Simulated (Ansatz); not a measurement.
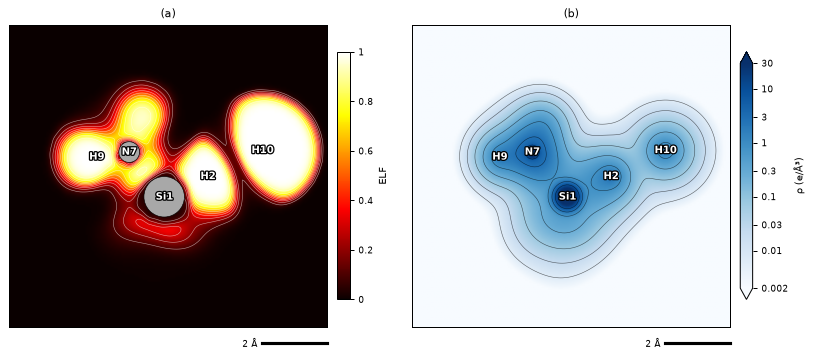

Figure 1: H$_{6}$N$_{2}$Si···H (doublet). (a) electron localisation function; (b) electron density on the plane of atoms H2, Si1 and N7. Grey discs cover the atomic cores in the ELF map.

Not at a stationary point (largest force 0.6 eV/Å).

All numbers below come from UKS revPBE/6-31G* (Ansatz).

Input

```
crystal:
  periodic: [false, false, false]
  atoms:
    - { symbol: Si, position_ang: [0.0, 0.0, 0.0] }
    - { symbol: H, position_ang: [0.0, 0.0, 1.71] }
    - { symbol: "N", position_ang: [1.7163, 0.0, -0.6061] }
    - { symbol: H, position_ang: [2.2145, -0.918, -0.7868] }
    - { symbol: H, position_ang: [2.2175, 0.918, -0.7783] }
    - { symbol: H, position_ang: [-0.6877, 1.1914, -0.4862] }
    - { symbol: "N", position_ang: [-0.8572, -1.4851, -0.6061] }
    - { symbol: H, position_ang: [-1.3922, -2.1014, 0.0704] }
    - { symbol: H, position_ang: [-0.8219, -1.7344, -1.6357] }
    - { symbol: H, position_ang: [0.0, 0.0, 2.67] }
magnetization:
  spin_polarized: true
  initial_magnetization: 1
basis:
  gaussian: { orbitals: "6-31G*" }
hamiltonian:
  xc: revpbe
relax:
  f_tol: 0.15
  max_steps: 25
  restrain:
    - { distance: [1, 9], at: 1.86, k: 30.0 }
    - { distance: [0, 1], at: 1.46, k: 30.0 }
output:
  orbitals: {}
```

Launched as:

```sh
ansatz run input.yaml --threads 1 --pin off --max-ram 2048MiB --backend cpu --events-out ev --progress --plain --runs-dir out
```

The fields are those of the run's last geometry, not of the input's.

> Read the bonding off the picture.

Atoms in the plane: Si, H and N. H2···H10 (1.86 Å): the density falls to about 0.13 e/Å³ on the way; the ELF dips to about 0.15 between them. Si–N (1.74 Å): the density is about 1 e/Å³ at the midpoint; the ELF peaks at about 0.90 between the atoms, as expected for a shared but strongly polarised pair. N–H (1.02 Å): ρ at the midpoint is about 2.7 e/Å³; the ELF climbs to about 1 towards the hydrogen, as it does in any bond to H; an ordinary covalent bond to hydrogen. Si–H (1.48 Å): ρ at the midpoint is about 0.78 e/Å³; the ELF climbs to about 1 towards the hydrogen.
